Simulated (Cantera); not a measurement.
Input: 1 mol trisilylamine, 6.8 mol NH3, held at 7.90 Pa.

These are equilibrium values from Cantera (NASA tables, ideal gas, pure condensed phases), not measurements of a reactor. Candidate condensed phases: Si, Si3N4; 18 gas species. The feed counts by its element totals alone. The tables' values for SiN are old estimates; treat these amounts as uncertain. Gases not in the tables: Si2H6 and higher silanes. The numbers say what is thermodynamically allowed, not how fast it happens.

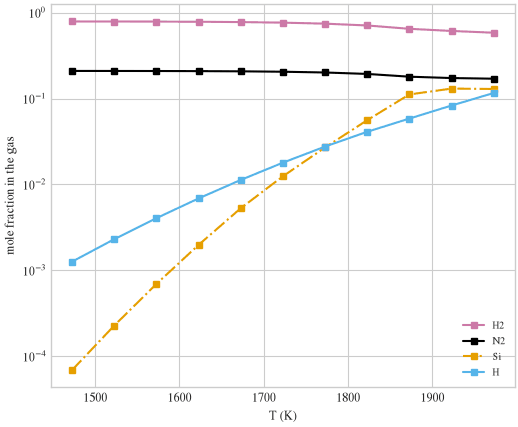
Equilibrium gas composition (values under 1e-9 drawn at 1e-9)

From 1473 K to 1673 K the condensed part is Si(s). From 1723 K to 1873 K the condensed part is Si(l). From 1923 K to 1973 K nothing is condensed. The main Si-bearing gas is Si throughout.
